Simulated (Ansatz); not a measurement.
## Lattice dynamics of HfC (Fm-3m)

Task: relax HfC (Fm-3m), then find its harmonic phonons.

Program: Ansatz 0.2.0. Level of theory: DFT PBEsol, scalar-relativistic, plane waves, PAW; PAW set soft_1. Results are calculated unless marked as measured.

The database entry behind the starting cell differs from later determinations by our own check (about 0.2 % long), so it need not match the best structure at ambient conditions.

## 1. The structure

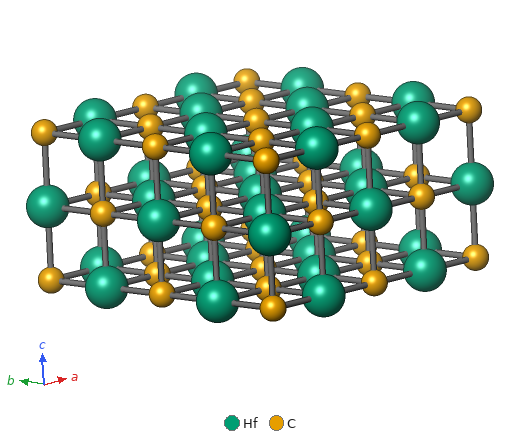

The cell as given, from a free direction (hafnium teal, carbon orange). 2×2×1 cells are drawn. This picture shows the conventional cell, with its axes. Some periodic images of atoms are drawn too.

## 2. Relaxation

Harmonic phonons are second derivatives at a point where the forces vanish, and they are wanted at zero stress, so atoms and cell are relaxed first.

input.yaml reads:

```yaml
crystal:
  lattice:
    - [0.0, 2.325, 2.325]
    - [2.325, 0.0, 2.325]
    - [2.325, 2.325, 0.0]
  atoms:
    - { symbol: Hf, position: [0.5, 0.5, 0.5] }
    - { symbol: C, position: [0.0, 0.0, 0.0] }
kpoints:
  mp_grid: { grid: [16, 16, 16] }
hamiltonian:
  xc: pbesol
  pseudopotentials: { kind: paw, azcp: { folder: soft_1 }, xc_functional: pbe }
scf:
  occupations: { method: gaussian, width: 0.1 }
output:
  forces: true
  stress: true
  eigenvalues: true
  write_density: true
  write_potential: true
  elf: true
  volumetric_format: npy
relax:
  adjacent_minimum: "off"
  f_tol: 0.005
  max_steps: 80
  cell: { stress_tol: 0.05 }
```

On the command line:

```
> ansatz run input.yaml --threads 4 --pin off --max-ram 10240MiB --backend cpu --events-out ev --progress --plain --runs-dir out
```

Numbers of over 12 decimals in the logs are rounded to 6 here.

Output:

```text
Engine: ansatz 0.2.0, aarch64-unknown-linux-gnu
Pseudopotentials: kind: paw
Pseudopotential: Hf, paw, valence charge 26, recommended cutoff 420 eV (normal), soft_1/Hf.paw.azcp
Pseudopotential: C, paw, valence charge 4, recommended cutoff 420 eV (normal), soft_1/C.paw.azcp
Functional definition: PBEsol
  exchange = pbesol_x
  correlation = pbesol_c
Crystal: 2 atoms, lattice volume = 25.136 Å³
Basis set: ecut = 420 eV, 531 PW (Γ), exchange–correlation on 48×48×48 points (8 copies of the dense FFT grid, shifted against one another)
Bands: 19, of which v1, the nominal top of the filled ones, is band 15 counted from 1 (14 counted from 0)
Symmetry: 48 space group operations
Space group: Fm-3m (ITA 225), of the structure as read, at distance tolerance 2.9e-5 Å
k-points: 145 of 4096
Non-local potential: Hf, projectors of the file, l = 0: 3, l = 1: 2, l = 2: 2, l = 3: 3
Non-local potential: C, projectors of the file, l = 0: 2, l = 1: 2, l = 2: 1
PAW form: soft (Blöchl's): semilocal exchange-correlation on the pseudo side does not see the compensation charge
PAW frozen core: Hf, regenerated for the run's functional, and the local potential with it (the file was generated under x = pbe(κ = 0.804, μ = 0.219515), c = pbe(β = 0.066725))
PAW frozen core: C, regenerated for the run's functional, and the local potential with it (the file was generated under x = pbe(κ = 0.804, μ = 0.219515), c = pbe(β = 0.066725))
PAW one-centre angular grid: Hf, 590 points (default); XC on 64 Gauss nodes
PAW one-centre angular grid: C, 110 points (default); XC on 64 Gauss nodes
Initial density: superposition of atomic densities (chi_scale 0.1, normalization cell, long waves kept (reshape's long-wave potential 0.00 eV rms))
Initial wavefunctions: pseudopotential atomic-orbital guess
Functional: x = pbesol(κ = 0.804, μ = 0.123457), c = pbesol(β = 0.046)
SCF iter   1: F=—  HF=-15848.031325 eV  |F-HF|=—  |Δ(HF+E_count)|=         —  Δρ=8.43e-2  dr2=2.46e0  ethr=3.10e-3  ⟨swp⟩=5.2  Hψ=12359  notcnv=0
preconditioner: auto → Kerker (q_TF=auto, 2.810 Å⁻¹)  [metal: Δε(μ)=0.066 eV  Ē_g=17.592 eV  σ=0.100 eV  W_gap=0.35  n_scr=14 (ndim 8)  ℏωp=39.2 eV  f_vac=0.000  D(μ)=0.23/eV (n_scr^D=0)]
SCF iter   2: F=—  HF=-15847.529039 eV  |F-HF|=—  |Δ(HF+E_count)|=   5.02e-1  Δρ=3.28e-2  dr2=2.66e-1  ethr=3.10e-3  ⟨swp⟩=2.5  Hψ=5121  notcnv=0  defer=4
SCF iter   3: F=—  HF=-15847.476295 eV  |F-HF|=—  |Δ(HF+E_count)|=   5.27e-2  Δρ=1.43e-2  dr2=3.23e-2  ethr=8.88e-4  ⟨swp⟩=2.4  Hψ=5871  notcnv=0  defer=3
SCF iter   4: F=—  HF=-15847.468125 eV  |F-HF|=—  |Δ(HF+E_count)|=   8.17e-3  Δρ=8.11e-3  dr2=7.89e-3  ethr=1.08e-4  ⟨swp⟩=2.1  Hψ=5637  notcnv=0  defer=2
SCF iter   5: F=—  HF=-15847.468196 eV  |F-HF|=—  |Δ(HF+E_count)|=   7.08e-5  Δρ=1.46e-3  dr2=2.75e-4  ethr=2.63e-5  ⟨swp⟩=2.3  Hψ=4592  notcnv=0  defer=1
SCF iter   6: F=—  HF=-15847.468159 eV  |F-HF|=—  |Δ(HF+E_count)|=   3.75e-5  Δρ=2.53e-4  dr2=1.59e-5  ethr=9.17e-7  ⟨swp⟩=3.1  Hψ=5021  notcnv=0  defer=1
SCF iter   7: F=—  HF=-15847.468167 eV  |F-HF|=—  |Δ(HF+E_count)|=   8.80e-6  Δρ=6.67e-5  dr2=8.13e-7  ethr=5.32e-8  ⟨swp⟩=2.3  Hψ=5106  notcnv=0  defer=1
SCF iter   8: F=-15847.468167 eV  HF=-15847.468167 eV  |F-HF|=7.42e-10  |Δ(HF+E_count)|=   2.72e-9  Δρ=1.41e-5  dr2=2.91e-8  ethr=3.33e-10  ⟨swp⟩=12.9  Hψ=26687  notcnv=0
SCF 1 converged in 8 iterations: F = -15847.468167 eV  dr2 = 2.91e-8
  Residual-converged pass: ⟨swp⟩=1.1  Hψ=3357  notcnv=0  max |occ|·‖R‖ = 7.1e-9 eV (tolerance 1.0e-8 eV)  dr2=2.91e-8  dr2_onsite=4.02e-9  max |Δocc| = 1.1e-10
  greatest PAW one-centre occupation: 0.998 electrons in one spin orbital (limit 2), on the Hf atom at site 0 (counted from 0), in its partial waves of l = 0
relax step   1: F+E_penalty+E_count = -15847.46816748 eV  Δ(F+E_penalty+E_count) = +0.000e0 eV  max|allowed force component| = 3.247e-29 eV/Å  Δτ_max = 0.0000 Å  P = -6.514 GPa  Ω = 25.136 Å³  (8 SCF iters, dr2 threshold 1.00e-7 eV, accepted)
Crystal: 2 atoms, lattice volume = 23.941 Å³
Basis set: ecut = 420 eV, 459 PW (Γ), exchange–correlation on 48×48×48 points (8 copies of the dense FFT grid, shifted against one another)
Initial density: handed on by an earlier stage of this run
Initial wavefunctions: those handed on with the density
iter 1 solved again at ethr=4.10e-5 eV; its pass at ethr=3.10e-3 eV (dr2=1.23e-2 eV) is discarded
SCF iter   1: F=—  HF=-15847.478327 eV  |F-HF|=—  |Δ(HF+E_count)|=         —  Δρ=6.63e-3  dr2=1.25e-2  ethr=4.10e-5  ⟨swp⟩=1.3  Hψ=16492  notcnv=0
preconditioner: auto → Kerker (q_TF=auto, 2.833 Å⁻¹)  [metal: Δε(μ)=0.014 eV  Ē_g=18.198 eV  σ=0.100 eV  W_gap=0.08  n_scr=14 (ndim 8)  ℏωp=40.2 eV  f_vac=0.000  D(μ)=0.45/eV (n_scr^D=0)]
SCF iter   2: F=—  HF=-15847.475566 eV  |F-HF|=—  |Δ(HF+E_count)|=   2.76e-3  Δρ=2.06e-3  dr2=1.15e-3  ethr=4.10e-5  ⟨swp⟩=2.0  Hψ=3468  notcnv=0
SCF iter   3: F=—  HF=-15847.475337 eV  |F-HF|=—  |Δ(HF+E_count)|=   2.29e-4  Δρ=7.33e-4  dr2=9.61e-5  ethr=3.83e-6  ⟨swp⟩=2.2  Hψ=4410  notcnv=0
SCF iter   4: F=—  HF=-15847.475281 eV  |F-HF|=—  |Δ(HF+E_count)|=   5.55e-5  Δρ=5.11e-4  dr2=6.51e-5  ethr=3.20e-7  ⟨swp⟩=2.2  Hψ=5091  notcnv=0
SCF iter   5: F=—  HF=-15847.475263 eV  |F-HF|=—  |Δ(HF+E_count)|=   1.81e-5  Δρ=9.59e-5  dr2=1.91e-6  ethr=2.17e-7  ⟨swp⟩=2.1  Hψ=4911  notcnv=0
SCF iter   6: F=—  HF=-15847.475264 eV  |F-HF|=—  |Δ(HF+E_count)|=   1.49e-6  Δρ=4.27e-5  dr2=4.08e-7  ethr=6.35e-9  ⟨swp⟩=2.3  Hψ=5175  notcnv=0
SCF iter   7: F=-15847.475264 eV  HF=-15847.475264 eV  |F-HF|=7.79e-8  |Δ(HF+E_count)|=   1.16e-8  Δρ=8.45e-6  dr2=9.44e-9  ethr=6.67e-10  ⟨swp⟩=12.9  Hψ=26781  notcnv=0
SCF 2 converged in 7 iterations: F = -15847.475264 eV  dr2 = 9.44e-9
  Residual-converged pass: ⟨swp⟩=1.0  Hψ=3341  notcnv=0  max |occ|·‖R‖ = 7.1e-9 eV (tolerance 1.0e-8 eV)  dr2=9.44e-9  dr2_onsite=1.13e-7  max |Δocc| = 1.0e-10
relax step   2: F+E_penalty+E_count = -15847.47526441 eV  Δ(F+E_penalty+E_count) = -7.097e-3 eV  max|allowed force component| = 3.234e-29 eV/Å  Δτ_max = 0.0000 Å  P = +5.459 GPa  Ω = 23.941 Å³  energy of the carried Pulay correction = +1.387e-3 eV  (7 SCF iters, dr2 threshold 2.00e-7 eV, accepted)
Crystal: 2 atoms, lattice volume = 24.472 Å³
iter 1 solved again at ethr=1.02e-5 eV; its pass at ethr=3.10e-3 eV (dr2=3.06e-3 eV) is discarded
SCF iter   1: F=—  HF=-15847.483835 eV  |F-HF|=—  |Δ(HF+E_count)|=         —  Δρ=3.06e-3  dr2=2.78e-3  ethr=1.02e-5  ⟨swp⟩=2.1  Hψ=15623  notcnv=0
preconditioner: auto → Kerker (q_TF=auto, 2.823 Å⁻¹)  [metal: Δε(μ)=0.006 eV  Ē_g=18.199 eV  σ=0.100 eV  W_gap=0.03  n_scr=14 (ndim 8)  ℏωp=39.7 eV  f_vac=0.000  D(μ)=0.46/eV (n_scr^D=0)]
SCF iter   2: F=—  HF=-15847.483223 eV  |F-HF|=—  |Δ(HF+E_count)|=   6.12e-4  Δρ=9.52e-4  dr2=2.52e-4  ethr=9.26e-6  ⟨swp⟩=2.0  Hψ=3488  notcnv=0
SCF iter   3: F=—  HF=-15847.483173 eV  |F-HF|=—  |Δ(HF+E_count)|=   5.09e-5  Δρ=3.11e-4  dr2=1.93e-5  ethr=8.39e-7  ⟨swp⟩=2.1  Hψ=4386  notcnv=0
SCF iter   4: F=—  HF=-15847.483169 eV  |F-HF|=—  |Δ(HF+E_count)|=   3.87e-6  Δρ=2.20e-4  dr2=1.28e-5  ethr=6.44e-8  ⟨swp⟩=2.2  Hψ=4747  notcnv=0
SCF iter   5: F=—  HF=-15847.483165 eV  |F-HF|=—  |Δ(HF+E_count)|=   3.61e-6  Δρ=4.70e-5  dr2=6.26e-7  ethr=4.27e-8  ⟨swp⟩=2.5  Hψ=4065  notcnv=0
SCF iter   6: F=—  HF=-15847.483165 eV  |F-HF|=—  |Δ(HF+E_count)|=   1.97e-7  Δρ=2.03e-5  dr2=9.04e-8  ethr=6.67e-10  ⟨swp⟩=12.3  Hψ=26902  notcnv=0
SCF iter   7: F=-15847.483165 eV  HF=-15847.483165 eV  |F-HF|=1.75e-10  |Δ(HF+E_count)|=   2.14e-8  Δρ=3.80e-6  dr2=2.68e-9  ethr=3.01e-10  ⟨swp⟩=9.7  Hψ=20117  notcnv=0
SCF 3 converged in 7 iterations: F = -15847.483165 eV  dr2 = 2.68e-9
relax step   3: F+E_penalty+E_count = -15847.48316526 eV  Δ(F+E_penalty+E_count) = -7.901e-3 eV  max|allowed force component| = 1.275e-28 eV/Å  Δτ_max = 0.0000 Å  P = -0.209 GPa  Ω = 24.472 Å³  energy of the carried Pulay correction = +7.630e-4 eV  (7 SCF iters, dr2 threshold 2.00e-7 eV, accepted)
[...]
relax step   4: F+E_penalty+E_count = -15847.48320269 eV  Δ(F+E_penalty+E_count) = -3.743e-5 eV  max|allowed force component| = 7.757e-29 eV/Å  Δτ_max = 0.0000 Å  P = -0.001 GPa  Ω = 24.451 Å³  energy of the carried Pulay correction = +7.869e-4 eV  (3 SCF iters, dr2 threshold 1.10e-7 eV, accepted)
Initial wavefunctions: pseudopotential atomic-orbital guess (no wavefunctions were taken with the density)
iter 1 solved again at ethr=1.15e-9 eV; its pass at ethr=3.10e-3 eV (dr2=3.44e-7 eV) is discarded
SCF iter   1: F=—  HF=-15847.482480 eV  |F-HF|=—  |Δ(HF+E_count)|=         —  Δρ=6.20e-5  dr2=1.27e-7  ethr=1.15e-9  ⟨swp⟩=6.0  Hψ=25928  notcnv=0
preconditioner: auto → Kerker (q_TF=auto, 2.823 Å⁻¹)  [metal: Δε(μ)=0.005 eV  Ē_g=18.179 eV  σ=0.100 eV  W_gap=0.03  n_scr=14 (ndim 8)  ℏωp=39.7 eV  f_vac=0.000  D(μ)=0.46/eV (n_scr^D=0)]
SCF iter   2: F=—  HF=-15847.482480 eV  |F-HF|=—  |Δ(HF+E_count)|=   5.34e-7  Δρ=4.04e-5  dr2=1.20e-7  ethr=4.24e-10  ⟨swp⟩=3.1  Hψ=5771  notcnv=0
SCF iter   3: F=—  HF=-15847.482480 eV  |F-HF|=—  |Δ(HF+E_count)|=   1.16e-8  Δρ=2.34e-5  dr2=2.89e-8  ethr=3.98e-10  ⟨swp⟩=2.7  Hψ=5410  notcnv=0
SCF iter   4: F=—  HF=-15847.482480 eV  |F-HF|=—  |Δ(HF+E_count)|=   2.34e-8  Δρ=3.93e-6  dr2=8.82e-10  ethr=9.62e-11  ⟨swp⟩=3.0  Hψ=4869  notcnv=0
SCF iter   5: F=—  HF=-15847.482480 eV  |F-HF|=—  |Δ(HF+E_count)|=  7.93e-10  Δρ=8.40e-7  dr2=8.39e-11  ethr=2.94e-12  ⟨swp⟩=2.3  Hψ=5055  notcnv=0
SCF iter   6: F=-15847.482480 eV  HF=-15847.482480 eV  |F-HF|=3.64e-12  |Δ(HF+E_count)|=  3.64e-12  Δρ=2.03e-7  dr2=7.80e-12  ethr=1.00e-12  ⟨swp⟩=8.5  Hψ=17685  notcnv=0
SCF 5 converged in 6 iterations: F = -15847.482480 eV  dr2 = 7.80e-12
relax step   5: F+E_penalty+E_count = -15847.48247986 eV  Δ(F+E_penalty+E_count) = +7.228e-4 eV  max|allowed force component| = 7.139e-29 eV/Å  Δτ_max = 0.0000 Å  P = -0.033 GPa  Ω = 24.451 Å³  stress off target by 3.32e-2 GPa  SCF on the basis re-selected at this cell (its energy is not comparable with the rows above)  (6 SCF iters)
basis re-selected at this cell: Δ(F+E_penalty+E_count) = +7.228e-4 eV, ΔP = -0.032 GPa vs the last step (what re-selecting the basis moved, of the pressure what is left beyond the Pulay correction that the steps carried, after the strain that the cell walked since its last selection, with what the two solves' SCF thresholds leave and, on support functions, any second-order correction that the steps lacked; it is no m [...]
SCF converged after 6 iterations
Free energy (F): -15847.482480 eV
Harris-Foulkes:  -15847.482480 eV  (|F-HF|=3.64e-12)
Internal energy: -15847.480192 eV  (E = F + TS)
E sigma→0 (E₀):  -15847.481336 eV
Entropy (-TS):   -0.002288 eV (-1.144 meV/atom)
Fermi energy:    18.982194 eV
--- Per-component energies (eV) ---
  E_band       = 80.578679
  E_kinetic    = 494.916611
  E_local      = -6154.399149  (includes V_loc(G=0)·N_el)
  E_nonlocal   = 91.324407
  E_hartree    = 3017.672927
  E_xc         = -312.445465
  E_vxc        = -314.013889  (∫ρ·V_xc dr)
  E_paw        = -7673.666050  (= ΣΔE_a)
  E_vpaw       = -72.595132  (= ΣTr[D̂ρ^β])
  E_aug_tail   = 0.000101  (compensation charges beyond the density's cutoff)
  E_ewald      = -5312.155731
  E_core_change = 1.272157  (= ΣΔE_core)
  E_smearing   = -0.002288  (= −TS)
  E_closure    = -0.000000  (closes the sum)
  Σ components = -15847.482480   (vs F -15847.482480, Δ=0.00e0)
--- Forces (eV/Å), atoms counted from 1 ---
  atom   1  Hf     0.00000000    -0.00000000     0.00000000
  atom   2  C     -0.00000000     0.00000000    -0.00000000
  max |Σ_I F_I| component: 1.26e-28 eV/Å
--- Stress (GPa, compression-positive) ---
       -0.033164      -0.000000      -0.000000
       -0.000000      -0.033164      -0.000000
       -0.000000      -0.000000      -0.033164
  P = ⅓ Tr σ = -0.0332 GPa (-0.332 kbar)
--- Band table (eV; the first three rows and the last of 145) ---
  k-point 0: bands = [... 11 lower, 8.1569, 20.0834, 20.0834, 20.0834, 20.3083, 20.3083, 20.3083, 22.4032]
  k-point 1: bands = [... 11 lower, 8.1571, 19.2616, 19.5176, 19.5176, 20.5561, 20.5561, 20.8847, 22.9310]
  k-point 2: bands = [... 11 lower, 8.1573, 18.1835, 18.6794, 18.6794, 20.8999, 20.8999, 21.3280, 24.0413]
  k-point 144: bands = [... 11 lower, 9.3768, 15.9280, 16.2235, 16.2235, 22.7140, 22.7140, 25.9073, 26.2492]
--- Relaxed structure (4 steps of the walk, 4 accepted, 1 SCFs on fresh bases) ---
  F+E_penalty+E_count = -15847.48247986 eV   max|allowed force component| = 7.139e-29 eV/Å   (the final SCF, on the basis selected at the relaxed cell)
  cell:  # Å, volume = 24.4509 Å³
    - [0, 2.303679, 2.303679]
    - [2.303679, 0, 2.303679]
    - [2.303679, 2.303679, 0]
  atoms:
    - { symbol: Hf, position: [0.500000, 0.500000, 0.500000] }
    - { symbol: C, position: [0, 0, 0] }
```

It took 6.1 s on 4 threads of Arm Neoverse V2, shared host; peak memory 0.41 GiB; 22 s of CPU time.

Relaxation path:

```csv
step,energy less that of the first step (eV),largest force component (eV/Å),pressure (GPa),volume (Å³)
1,0.0000,0.0000,-6.51,25.14
2,-0.0071,0.0000,5.46,23.94
3,-0.0150,0.0000,-0.21,24.47
4,-0.0150,0.0000,0.00,24.45
5*,-0.0143,0.0000,-0.03,24.45
```

Relaxation steps marked * repeat the geometry before them on a plane-wave basis chosen anew for their cell, so energy and pressure can jump there.

Forces are held to the 48 operations that the run works with; a distortion that breaks them can't arise in this run.

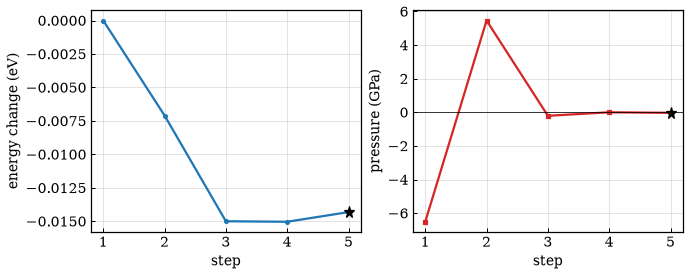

Energy and pressure along the relaxation. Stars mark steps on a basis chosen anew.

```csv
"conventional cell, symmetrised",before,after,change
a (Å),4.650,4.607,-0.9 %
b (Å),4.650,4.607,-0.9 %
c (Å),4.650,4.607,-0.9 %
volume (Å³/atom),12.57,12.23,-2.7 %
```

The relaxed structure:

```xyz
2
Lattice="0.0000 2.3037 2.3037 2.3037 0.0000 2.3037 2.3037 2.3037 0.0000" Properties=species:S:1:pos:R:3 pbc="T T T"
Hf    2.3037    2.3037    2.3037
C     0.0000    0.0000    0.0000
```

Numbers from this step:

* pressure: -0.03316 GPa
* volume per atom: 12.23 Å³
* gap on the k-mesh: 0 eV

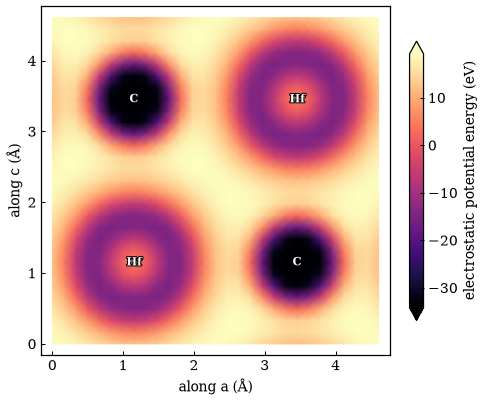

Electrostatic potential energy in the ac plane of the conventional cell at fractional y = 0.000, with atoms of Hf and C within 0.2 Å of it. With pseudopotentials it is smooth inside the atoms' cores, unlike the true potential. The map starts off the cell's origin, so that atoms lie inside it.

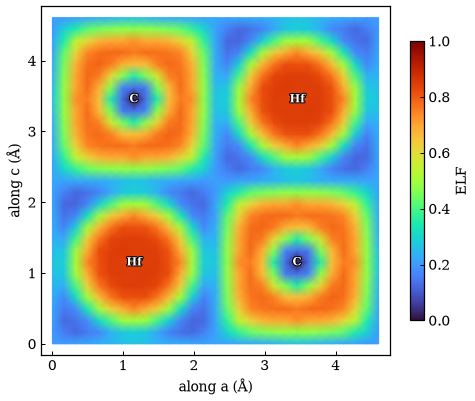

ELF in the ac plane of the conventional cell at fractional y = 0.000, with atoms of Hf and C within 0.2 Å of it. It is the smooth field of the valence electrons, not physical close to the nuclei. The map starts off the cell's origin, so that atoms lie inside it.

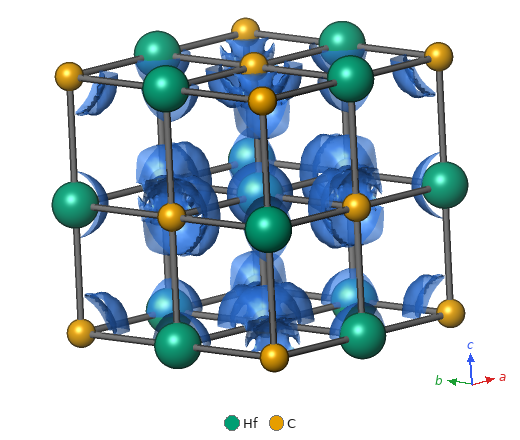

Surface of ELF = 0.77.

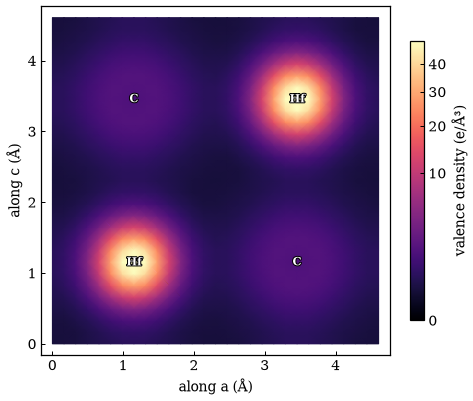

Valence density in the ac plane of the conventional cell at fractional y = 0.000, with atoms of Hf and C within 0.2 Å of it. It is the smooth field of the valence electrons, not physical close to the nuclei. The map starts off the cell's origin, so that atoms lie inside it. The colour scale is stretched toward low values.

In this step the volume went from 12.57 to 12.23 Å³/atom.

## 3. Relaxing to small forces for the phonons

Phonons need a cell at rest on their own settings, so the relaxation is repeated with tight tolerances on forces and stress, using the mesh and the filling of the phonon run that follows.

input.yaml, the sections that differ from step 2:

```yaml
crystal:
  lattice:
    - [0.0, 2.303678528, 2.303678528]
    - [2.303678528, 0.0, 2.303678528]
    - [2.303678528, 2.303678528, 0.0]
  atoms:
    - { symbol: Hf, position: [0.5, 0.5, 0.5] }
    - { symbol: C, position: [0.0, 0.0, 0.0] }
scf:
  occupations: { method: methfessel_paxton, width: 0.2 }
output:
  forces: true
  stress: true
  eigenvalues: true
relax:
  adjacent_minimum: "off"
  f_tol: 0.001
  max_steps: 60
  cell: { stress_tol: 0.01 }
# kpoints, hamiltonian: as in step 2
```

Output:

```text
[...]
Crystal: 2 atoms, lattice volume = 24.451 Å³
Basis set: ecut = 420 eV, 531 PW (Γ), exchange–correlation on 48×48×48 points (8 copies of the dense FFT grid, shifted against one another)
Bands: 19, of which v1, the nominal top of the filled ones, is band 15 counted from 1 (14 counted from 0)
Symmetry: 48 space group operations
[...]
k-points: 145 of 4096
[...]
k-point 144: bands = [... 11 lower, 9.3795, 15.9305, 16.2262, 16.2262, 22.7171, 22.7171, 25.9108, 26.2530]
--- Relaxed structure (3 steps of the walk, 3 accepted, 1 SCFs on fresh bases) ---
[...]
cell:  # Å, volume = 24.4478 Å³
    - [0, 2.303580, 2.303580]
    - [2.303580, 0, 2.303580]
    - [2.303580, 2.303580, 0]
  atoms:
    - { symbol: Hf, position: [0.5, 0.5, 0.5] }
    - { symbol: C, position: [0, 0, 0] }
[key lines of the parts left out:]
SCF converged after 6 iterations
Free energy (F): -15847.482024 eV
Fermi energy:    18.986593 eV
P = ⅓ Tr σ = -0.0003 GPa (-0.003 kbar)
```

Wall time 4 s (4 threads); peak memory 0.4 GiB.

Little changed from the start: no atom moved by 0.005 Å and no cell edge by 0.1 %.

This step gave:

```
pressure        : -2.89e-4 GPa
volume per atom : 12.22 Å³
```

The forces vanish by symmetry and the pressure is 0.000 GPa, within the tolerances set. The cell now holds 12.22 Å³/atom.

[end of part 1 of 2]

[Logs are printed without paths, hosts, clocks, repeated set-up lines and the standing remarks that a program may print on its own settings, such as how far it seeks lower states.]

[Hosts, paths, dates, database ids (printed as entryN), source tags and the programs' standing remarks are cut or masked in the printed files.]
